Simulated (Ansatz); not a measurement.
# BGeH₄ (doublet): PBE, r2SCAN, PBE0, B3LYP over vertical spin and charge gaps and displaced geometries, cc-pVDZ, part 2 of 2

Ansatz 0.2.0, Gaussian basis; cc-pVDZ, all electrons in the functionals. Earlier steps stand in the parts before.

## (15) PBE0, charge 0, quartet

in.yaml

```yaml
crystal:
  periodic: [false, false, false]
  atoms:
    - {symbol: Ge, position_ang: [0.000000, 0.014664, 0.265904]}
    - {symbol: B, position_ang: [0.000000, -0.153562, -1.762462]}
    - {symbol: H, position_ang: [0.000000, 1.450275, 0.833026]}
    - {symbol: H, position_ang: [1.242710, -0.713048, 0.809866]}
    - {symbol: H, position_ang: [-1.242710, -0.713048, 0.809866]}
    - {symbol: H, position_ang: [0.000000, 0.566075, -2.711984]}
basis:
  gaussian: {orbitals: cc-pVDZ}
magnetization: {spin_polarized: true, initial_magnetization: 3}
hamiltonian: {xc: {name: PBE0}}
output: {forces: true, orbitals: {seedname: orbitals}}
```

On the command line:

```
ansatz run in.yaml --threads 1 --pin off --events-out ev --progress --plain --max-ram 2393MiB
```

Log:

```text
Functional definition: PBE0
  name "PBE0"
  cite "Adamo & Barone, J. Chem. Phys. 110, 6158 (1999) doi:10.1063/1.478522"
  cite "Perdew, Burke & Ernzerhof, Phys. Rev. Lett. 77, 3865 (1996) doi:10.1103/PhysRevLett.77.3865"
  parent pbe
  parameter a = 0.25
  parameter kappa = 0.804
  parameter beta = 0.06672455060314922
  exchange = (1 - a)*pbe_x(kappa = kappa, mu = beta*pi^2/3) + a*exact_x
  correlation = pbe_c(beta = beta)
632 factors; integrals over basis functions are off by at most 8.2e-4 eV
mean field evaluation 1: about -57242.5725 eV, gradient 1.0e1 eV
mean field evaluation 2: about -57242.7376 eV, gradient 9.5e0 eV
mean field evaluation 4: about -57243.5893 eV, gradient 5.9e-1 eV
mean field evaluation 8: about -57243.6519 eV, gradient 1.0e-1 eV
mean field evaluation 16: about -57243.6524 eV, gradient 7.0e-5 eV
mean field -57243.65235671 eV, -2103.6654229678 hartree, gradient 7.1e-5 eV, S^2 3.754801; 0 other end points of the search recorded, 0 dependent functions left out
the calculation of the forces begins
reference -57243.65238359 eV, -2103.6654239559 hartree; 22, 19 occupied and 39, 42 virtual orbitals, 632 factors
Total energy: -57243.65238359 eV, -2103.6654239559 hartree
Atom 0 at     0.000000     0.014664     0.265904 Å, force     0.000000     0.971138     1.451166 eV/Å
Atom 1 at     0.000000    -0.153562    -1.762462 Å, force    -0.000000    -1.836766    -0.880132 eV/Å
Atom 2 at     0.000000     1.450275     0.833026 Å, force     0.000000     0.165944    -0.049335 eV/Å
Atom 3 at     1.242710    -0.713048     0.809866 Å, force     0.334989    -0.180291    -0.264508 eV/Å
Atom 4 at    -1.242710    -0.713048     0.809866 Å, force    -0.334989    -0.180291    -0.264508 eV/Å
Atom 5 at     0.000000     0.566075    -2.711984 Å, force     0.000000     1.060267     0.007317 eV/Å
Dipole moment:     0.000000     0.111814     0.428306 e Å
```

It took 3.3 s on 1 thread of Arm Neoverse V1, shared host.

From the report: ⟨S²⟩ of the determinant 3.755 (pure quartet: 3.75).

From charge 0, doublet: +3.691 eV.

## (16) PBE0, charge 1, singlet

Edit in.yaml of step 15 so:

```diff
@@ -11,3 +11,3 @@
   gaussian: {orbitals: cc-pVDZ}
-magnetization: {spin_polarized: true, initial_magnetization: 3}
+total_charge: 1
 hamiltonian: {xc: {name: PBE0}}
```

The command is unchanged.

Log (excerpt; [...] marks lines left out):

```text
Functional definition: PBE0
  name "PBE0"
  cite "Adamo & Barone, J. Chem. Phys. 110, 6158 (1999) doi:10.1063/1.478522"
  cite "Perdew, Burke & Ernzerhof, Phys. Rev. Lett. 77, 3865 (1996) doi:10.1103/PhysRevLett.77.3865"
  parent pbe
[...]
632 factors; integrals over basis functions are off by at most 8.2e-4 eV
[...]
Atom 2 at     0.000000     1.450275     0.833026 Å, force     0.000000     0.200970    -0.772102 eV/Å
Atom 3 at     1.242710    -0.713048     0.809866 Å, force     0.031975    -0.052146    -0.224913 eV/Å
Atom 4 at    -1.242710    -0.713048     0.809866 Å, force    -0.031975    -0.052146    -0.224913 eV/Å
Atom 5 at     0.000000     0.566075    -2.711984 Å, force     0.000000    -0.832671    -0.972929 eV/Å
Dipole moment:     0.000000    -0.056649    -1.030508 e Å
```

Wall time 2 s (1 thread of Arm Neoverse V1, shared host).

From charge 0, doublet: +8.268 eV.

## (17) PBE0, charge 1, triplet

Edit in.yaml of step 16 so:

```diff
@@ -12,3 +12,4 @@
 total_charge: 1
+magnetization: {spin_polarized: true, initial_magnetization: 2}
 hamiltonian: {xc: {name: PBE0}}
-output: {forces: true, orbitals: {seedname: orbitals}}
+output: {orbitals: {seedname: orbitals}}
```

Launched as before.

Log (excerpt; [...] marks lines left out):

```text
Functional definition: PBE0
  name "PBE0"
  cite "Adamo & Barone, J. Chem. Phys. 110, 6158 (1999) doi:10.1063/1.478522"
  cite "Perdew, Burke & Ernzerhof, Phys. Rev. Lett. 77, 3865 (1996) doi:10.1103/PhysRevLett.77.3865"
  parent pbe
[...]
632 factors; integrals over basis functions are off by at most 8.2e-4 eV
[...]
mean field -57236.19076457 eV, -2103.3912145144 hartree, gradient 5.8e-6 eV, S^2 2.006662; 4 other end points of the search recorded, 0 dependent functions left out
reference -57236.19079003 eV, -2103.3912154499 hartree; 21, 19 occupied and 40, 42 virtual orbitals, 632 factors
Total energy: -57236.19079003 eV, -2103.3912154499 hartree
```

Run time: 4.8 s. Hardware: 1 thread of Arm Neoverse V1, shared host.

From the report: ⟨S²⟩ of the determinant 2.007 (pure triplet: 2.00).

From charge 0, doublet: +11.153 eV.

## (18) PBE0, displaced geometry v1

in.yaml

```yaml
crystal:
  periodic: [false, false, false]
  atoms:
    - {symbol: Ge, position_ang: [0.001726, 0.016618, 0.269488]}
    - {symbol: B, position_ang: [0.000893, -0.167751, -1.770031]}
    - {symbol: H, position_ang: [0.048857, 1.495397, 0.782844]}
    - {symbol: H, position_ang: [1.188790, -0.730741, 0.789486]}
    - {symbol: H, position_ang: [-1.339014, -0.714561, 0.737997]}
    - {symbol: H, position_ang: [-0.032594, 0.551543, -2.746669]}
basis:
  gaussian: {orbitals: cc-pVDZ}
magnetization: {spin_polarized: true, initial_magnetization: 1}
hamiltonian: {xc: {name: PBE0}}
output: {orbitals: {seedname: orbitals}}
```

Same command.

Log (excerpt; [...] marks lines left out):

```text
Functional definition: PBE0
  name "PBE0"
  cite "Adamo & Barone, J. Chem. Phys. 110, 6158 (1999) doi:10.1063/1.478522"
  cite "Perdew, Burke & Ernzerhof, Phys. Rev. Lett. 77, 3865 (1996) doi:10.1103/PhysRevLett.77.3865"
  parent pbe
[...]
632 factors; integrals over basis functions are off by at most 8.6e-4 eV
[...]
mean field -57247.28823187 eV, -2103.7990389154 hartree, gradient 3.6e-5 eV, S^2 0.753336; 2 other end points of the search recorded, 0 dependent functions left out
reference -57247.28825777 eV, -2103.7990398672 hartree; 21, 20 occupied and 40, 41 virtual orbitals, 632 factors
Total energy: -57247.28825777 eV, -2103.7990398672 hartree
```

It took 3.5 s on 1 thread of Arm Neoverse V1, shared host.

From the report: ⟨S²⟩ of the determinant 0.753 (pure doublet: 0.75).

From charge 0, doublet: +0.055 eV.

## (19) PBE0, displaced geometry v2

in.yaml

```yaml
crystal:
  periodic: [false, false, false]
  atoms:
    - {symbol: Ge, position_ang: [0.022406, 0.016856, 0.265837]}
    - {symbol: B, position_ang: [-0.142468, -0.142997, -1.750936]}
    - {symbol: H, position_ang: [-0.065848, 1.428417, 0.836372]}
    - {symbol: H, position_ang: [1.259971, -0.790176, 0.831426]}
    - {symbol: H, position_ang: [-1.328508, -0.809309, 0.728543]}
    - {symbol: H, position_ang: [0.047732, 0.490077, -2.774341]}
basis:
  gaussian: {orbitals: cc-pVDZ}
magnetization: {spin_polarized: true, initial_magnetization: 1}
hamiltonian: {xc: {name: PBE0}}
output: {orbitals: {seedname: orbitals}}
```

Launched as before.

Log (excerpt; [...] marks lines left out):

```text
Functional definition: PBE0
  name "PBE0"
  cite "Adamo & Barone, J. Chem. Phys. 110, 6158 (1999) doi:10.1063/1.478522"
  cite "Perdew, Burke & Ernzerhof, Phys. Rev. Lett. 77, 3865 (1996) doi:10.1103/PhysRevLett.77.3865"
  parent pbe
[...]
632 factors; integrals over basis functions are off by at most 8.4e-4 eV
[...]
mean field -57247.18752248 eV, -2103.7953379137 hartree, gradient 1.8e-5 eV, S^2 0.753281; 2 other end points of the search recorded, 0 dependent functions left out
reference -57247.18754875 eV, -2103.7953388791 hartree; 21, 20 occupied and 40, 41 virtual orbitals, 632 factors
Total energy: -57247.18754875 eV, -2103.7953388791 hartree
```

Run time: 3.6 s. Hardware: 1 thread of Arm Neoverse V1, shared host.

From the report: ⟨S²⟩ of the determinant 0.753 (pure doublet: 0.75).

From charge 0, doublet: +0.156 eV.

## (20) B3LYP, charge 0, doublet

in.yaml

```yaml
crystal:
  periodic: [false, false, false]
  atoms:
    - {symbol: Ge, position_ang: [0.000000, 0.014664, 0.265904]}
    - {symbol: B, position_ang: [0.000000, -0.153562, -1.762462]}
    - {symbol: H, position_ang: [0.000000, 1.450275, 0.833026]}
    - {symbol: H, position_ang: [1.242710, -0.713048, 0.809866]}
    - {symbol: H, position_ang: [-1.242710, -0.713048, 0.809866]}
    - {symbol: H, position_ang: [0.000000, 0.566075, -2.711984]}
basis:
  gaussian: {orbitals: cc-pVDZ}
magnetization: {spin_polarized: true, initial_magnetization: 1}
hamiltonian: {xc: {name: B3LYP}}
```

Launched as before.

Log (excerpt; [...] marks lines left out):

```text
Functional definition: B3LYP
  name "B3LYP"
  cite "Stephens, Devlin, Chabalowski & Frisch, J. Phys. Chem. 98, 11623 (1994) doi:10.1021/j100096a001"
  cite "Becke, Phys. Rev. A 38, 3098 (1988) doi:10.1103/PhysRevA.38.3098"
  cite "Lee, Yang & Parr, Phys. Rev. B 37, 785 (1988) doi:10.1103/PhysRevB.37.785"
  cite "Vosko, Wilk & Nusair, Can. J. Phys. 58, 1200 (1980) doi:10.1139/p80-159"
[...]
632 factors; integrals over basis functions are off by at most 8.2e-4 eV
[...]
mean field -57257.04797164 eV, -2104.1577027367 hartree, gradient 2.8e-5 eV, S^2 0.752623; 1 other end points of the search recorded, 0 dependent functions left out
reference -57257.04821113 eV, -2104.1577115379 hartree; 21, 20 occupied and 40, 41 virtual orbitals, 632 factors
Total energy: -57257.04821113 eV, -2104.1577115379 hartree
```

Run time: 3.1 s. Hardware: 1 thread of Arm Neoverse V1, shared host.

From the report: ⟨S²⟩ of the determinant 0.753 (pure doublet: 0.75).

## (21) B3LYP, charge 0, quartet

Edit in.yaml of step 20 so:

```diff
@@ -11,3 +11,3 @@
   gaussian: {orbitals: cc-pVDZ}
-magnetization: {spin_polarized: true, initial_magnetization: 1}
+magnetization: {spin_polarized: true, initial_magnetization: 3}
 hamiltonian: {xc: {name: B3LYP}}
```

Same command.

Log (excerpt; [...] marks lines left out):

```text
Functional definition: B3LYP
  name "B3LYP"
  cite "Stephens, Devlin, Chabalowski & Frisch, J. Phys. Chem. 98, 11623 (1994) doi:10.1021/j100096a001"
  cite "Becke, Phys. Rev. A 38, 3098 (1988) doi:10.1103/PhysRevA.38.3098"
  cite "Lee, Yang & Parr, Phys. Rev. B 37, 785 (1988) doi:10.1103/PhysRevB.37.785"
  cite "Vosko, Wilk & Nusair, Can. J. Phys. 58, 1200 (1980) doi:10.1139/p80-159"
[...]
632 factors; integrals over basis functions are off by at most 8.2e-4 eV
[...]
mean field -57253.17223800 eV, -2104.0152721527 hartree, gradient 6.9e-5 eV, S^2 3.754358; 0 other end points of the search recorded, 0 dependent functions left out
reference -57253.17247464 eV, -2104.0152808489 hartree; 22, 19 occupied and 39, 42 virtual orbitals, 632 factors
Total energy: -57253.17247464 eV, -2104.0152808489 hartree
```

Wall time 2.8 s (1 thread of Arm Neoverse V1, shared host).

From the report: ⟨S²⟩ of the determinant 3.754 (pure quartet: 3.75).

From charge 0, doublet: +3.876 eV.

## (22) B3LYP, charge 1, singlet

Edit in.yaml of step 21 so:

```diff
@@ -11,3 +11,3 @@
   gaussian: {orbitals: cc-pVDZ}
-magnetization: {spin_polarized: true, initial_magnetization: 3}
+total_charge: 1
 hamiltonian: {xc: {name: B3LYP}}
```

Launched as before.

Log (excerpt; [...] marks lines left out):

```text
Functional definition: B3LYP
  name "B3LYP"
  cite "Stephens, Devlin, Chabalowski & Frisch, J. Phys. Chem. 98, 11623 (1994) doi:10.1021/j100096a001"
  cite "Becke, Phys. Rev. A 38, 3098 (1988) doi:10.1103/PhysRevA.38.3098"
  cite "Lee, Yang & Parr, Phys. Rev. B 37, 785 (1988) doi:10.1103/PhysRevB.37.785"
  cite "Vosko, Wilk & Nusair, Can. J. Phys. 58, 1200 (1980) doi:10.1139/p80-159"
[...]
632 factors; integrals over basis functions are off by at most 8.2e-4 eV
[...]
mean field -57248.83737624 eV, -2103.8559689211 hartree, gradient 1.1e-5 eV, S^2 0.000000; 0 other end points of the search recorded, 0 dependent functions left out
reference -57248.83759843 eV, -2103.8559770865 hartree; 20, 20 occupied and 41, 41 virtual orbitals, 632 factors
Total energy: -57248.83759843 eV, -2103.8559770865 hartree
```

Run time: 1.5 s. Hardware: 1 thread of Arm Neoverse V1, shared host.

From charge 0, doublet: +8.211 eV.

## (23) B3LYP, charge 1, triplet

Edit in.yaml of step 22 so:

```diff
@@ -12,2 +12,3 @@
 total_charge: 1
+magnetization: {spin_polarized: true, initial_magnetization: 2}
 hamiltonian: {xc: {name: B3LYP}}
```

Same command.

Log (excerpt; [...] marks lines left out):

```text
Functional definition: B3LYP
  name "B3LYP"
  cite "Stephens, Devlin, Chabalowski & Frisch, J. Phys. Chem. 98, 11623 (1994) doi:10.1021/j100096a001"
  cite "Becke, Phys. Rev. A 38, 3098 (1988) doi:10.1103/PhysRevA.38.3098"
  cite "Lee, Yang & Parr, Phys. Rev. B 37, 785 (1988) doi:10.1103/PhysRevB.37.785"
  cite "Vosko, Wilk & Nusair, Can. J. Phys. 58, 1200 (1980) doi:10.1139/p80-159"
[...]
632 factors; integrals over basis functions are off by at most 8.2e-4 eV
[...]
mean field -57245.87653782 eV, -2103.7471601162 hartree, gradient 2.4e-5 eV, S^2 2.006569; 5 other end points of the search recorded, 0 dependent functions left out
reference -57245.87675872 eV, -2103.7471682342 hartree; 21, 19 occupied and 40, 42 virtual orbitals, 632 factors
Total energy: -57245.87675872 eV, -2103.7471682342 hartree
```

Run time: 7 s. Hardware: 1 thread of Arm Neoverse V1, shared host.

From the report: ⟨S²⟩ of the determinant 2.007 (pure triplet: 2.00).

From charge 0, doublet: +11.171 eV.

## (24) B3LYP, displaced geometry v1

in.yaml

```yaml
crystal:
  periodic: [false, false, false]
  atoms:
    - {symbol: Ge, position_ang: [0.001726, 0.016618, 0.269488]}
    - {symbol: B, position_ang: [0.000893, -0.167751, -1.770031]}
    - {symbol: H, position_ang: [0.048857, 1.495397, 0.782844]}
    - {symbol: H, position_ang: [1.188790, -0.730741, 0.789486]}
    - {symbol: H, position_ang: [-1.339014, -0.714561, 0.737997]}
    - {symbol: H, position_ang: [-0.032594, 0.551543, -2.746669]}
basis:
  gaussian: {orbitals: cc-pVDZ}
magnetization: {spin_polarized: true, initial_magnetization: 1}
hamiltonian: {xc: {name: B3LYP}}
```

Launched as before.

Log (excerpt; [...] marks lines left out):

```text
Functional definition: B3LYP
  name "B3LYP"
  cite "Stephens, Devlin, Chabalowski & Frisch, J. Phys. Chem. 98, 11623 (1994) doi:10.1021/j100096a001"
  cite "Becke, Phys. Rev. A 38, 3098 (1988) doi:10.1103/PhysRevA.38.3098"
  cite "Lee, Yang & Parr, Phys. Rev. B 37, 785 (1988) doi:10.1103/PhysRevB.37.785"
  cite "Vosko, Wilk & Nusair, Can. J. Phys. 58, 1200 (1980) doi:10.1139/p80-159"
[...]
632 factors; integrals over basis functions are off by at most 8.6e-4 eV
[...]
mean field -57256.99432127 eV, -2104.1557311221 hartree, gradient 3.4e-5 eV, S^2 0.752637; 2 other end points of the search recorded, 0 dependent functions left out
reference -57256.99455533 eV, -2104.1557397235 hartree; 21, 20 occupied and 40, 41 virtual orbitals, 632 factors
Total energy: -57256.99455533 eV, -2104.1557397235 hartree
```

Wall time 3.4 s (1 thread of Arm Neoverse V1, shared host).

From the report: ⟨S²⟩ of the determinant 0.753 (pure doublet: 0.75).

From charge 0, doublet: +0.054 eV.

## (25) B3LYP, displaced geometry v2

in.yaml

```yaml
crystal:
  periodic: [false, false, false]
  atoms:
    - {symbol: Ge, position_ang: [0.022406, 0.016856, 0.265837]}
    - {symbol: B, position_ang: [-0.142468, -0.142997, -1.750936]}
    - {symbol: H, position_ang: [-0.065848, 1.428417, 0.836372]}
    - {symbol: H, position_ang: [1.259971, -0.790176, 0.831426]}
    - {symbol: H, position_ang: [-1.328508, -0.809309, 0.728543]}
    - {symbol: H, position_ang: [0.047732, 0.490077, -2.774341]}
basis:
  gaussian: {orbitals: cc-pVDZ}
magnetization: {spin_polarized: true, initial_magnetization: 1}
hamiltonian: {xc: {name: B3LYP}}
```

Same command.

Log (excerpt; [...] marks lines left out):

```text
Functional definition: B3LYP
  name "B3LYP"
  cite "Stephens, Devlin, Chabalowski & Frisch, J. Phys. Chem. 98, 11623 (1994) doi:10.1021/j100096a001"
  cite "Becke, Phys. Rev. A 38, 3098 (1988) doi:10.1103/PhysRevA.38.3098"
  cite "Lee, Yang & Parr, Phys. Rev. B 37, 785 (1988) doi:10.1103/PhysRevB.37.785"
  cite "Vosko, Wilk & Nusair, Can. J. Phys. 58, 1200 (1980) doi:10.1139/p80-159"
[...]
632 factors; integrals over basis functions are off by at most 8.4e-4 eV
[...]
mean field -57256.89771127 eV, -2104.1521807699 hartree, gradient 1.1e-5 eV, S^2 0.752564; 2 other end points of the search recorded, 0 dependent functions left out
reference -57256.89794860 eV, -2104.1521894916 hartree; 21, 20 occupied and 40, 41 virtual orbitals, 632 factors
Total energy: -57256.89794860 eV, -2104.1521894916 hartree
```

Wall time 3.7 s (1 thread of Arm Neoverse V1, shared host).

From the report: ⟨S²⟩ of the determinant 0.753 (pure doublet: 0.75).

From charge 0, doublet: +0.150 eV.

## (26) The comparison

The yardstick is UCCSDT(Q), where the cluster series has nearly closed. It and the other wave-function rows come from earlier runs at the same points. Energies in eV, counted from charge 0, doublet; blanks weren't run or aren't comparable.

| level | doublet to quartet | ionisation to the singlet cation | ionisation to the triplet cation | displacement v1 | displacement v2 |
| --- | --- | --- | --- | --- | --- |
| UCCSDT(Q) | 3.762 | 8.015 | 11.138 | 0.046 | 0.149 |
| PBE | 3.560 | 8.129 | 10.922 | 0.044 | 0.121 |
| r2SCAN | 3.531 | 8.338 | 11.027 | 0.060 | 0.163 |
| PBE0 | 3.691 | 8.268 | 11.153 | 0.055 | 0.156 |
| B3LYP | 3.876 | 8.211 | 11.171 | 0.054 | 0.150 |
| RHF | 3.516 | 7.759 | 10.571 | 0.063 | 0.195 |
| UHF | 3.495 | 7.817 | 10.532 | 0.063 | 0.195 |
| RMP2 | 3.790 | 8.045 | 11.174 | 0.055 | 0.173 |
| UMP2 | 3.791 | 8.049 | 11.161 | 0.055 | 0.173 |
| RCCSD | 3.776 | 8.024 | 11.153 | 0.048 | 0.156 |
| RCCSD(T) | 3.771 | 8.019 | 11.150 | 0.047 | 0.151 |
| UCCSD(T) | 3.770 | 8.020 | 11.149 | 0.047 | 0.151 |
| RCCSDT(Q) | 3.764 | 8.014 | 11.141 | 0.046 | 0.149 |

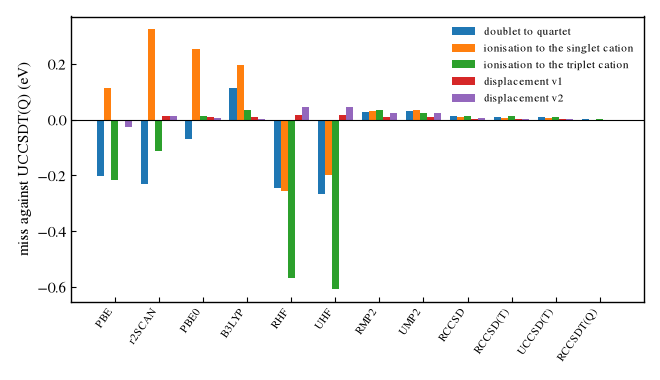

Misses of the gaps against UCCSDT(Q).

Largest miss and mean time a point (UCCSDT(Q) took 74 s a point; shared hosts):

| level | largest miss (eV) | where | time a point |
| --- | --- | --- | --- |
| PBE | -0.216 | ionisation to the triplet cation | 4.9 s |
| r2SCAN | +0.323 | ionisation to the singlet cation | 11 s |
| PBE0 | +0.253 | ionisation to the singlet cation | 3.5 s |
| B3LYP | +0.196 | ionisation to the singlet cation | 3.6 s |
| RHF | -0.568 | ionisation to the triplet cation |  |
| UHF | -0.607 | ionisation to the triplet cation |  |
| RMP2 | +0.035 | ionisation to the triplet cation |  |
| UMP2 | +0.034 | ionisation to the singlet cation |  |
| RCCSD | +0.015 | doublet to quartet |  |
| RCCSD(T) | +0.011 | ionisation to the triplet cation | 8.1 s |
| UCCSD(T) | +0.011 | ionisation to the triplet cation | 10 s |
| RCCSDT(Q) | +0.002 | doublet to quartet | 68 s |

## (27) Results

What follows sums up all 2 parts.

```
                                   quantity                                         value
              doublet to quartet, UCCSDT(Q)                                      3.762 eV
ionisation to the singlet cation, UCCSDT(Q)                                      8.015 eV
ionisation to the triplet cation, UCCSDT(Q)                                     11.138 eV
                 displacement v1, UCCSDT(Q)                                      0.046 eV
                 displacement v2, UCCSDT(Q)                                      0.149 eV
                          largest miss, PBE  -0.216 eV (ionisation to the triplet cation)
                       largest miss, r2SCAN  +0.323 eV (ionisation to the singlet cation)
                         largest miss, PBE0  +0.253 eV (ionisation to the singlet cation)
                        largest miss, B3LYP  +0.196 eV (ionisation to the singlet cation)
                     largest miss, RCCSD(T)  +0.011 eV (ionisation to the triplet cation)
                     largest miss, UCCSD(T)  +0.011 eV (ionisation to the triplet cation)
```

**Reading.** Of the functionals, B3LYP keep the smallest largest miss at the points compared (at most 0.196 eV) and r2SCAN strays most (0.323 eV, at ionisation to the singlet cation). Functionals and the yardstick converge differently with the basis, so part of each miss in cc-pVDZ is the basis.
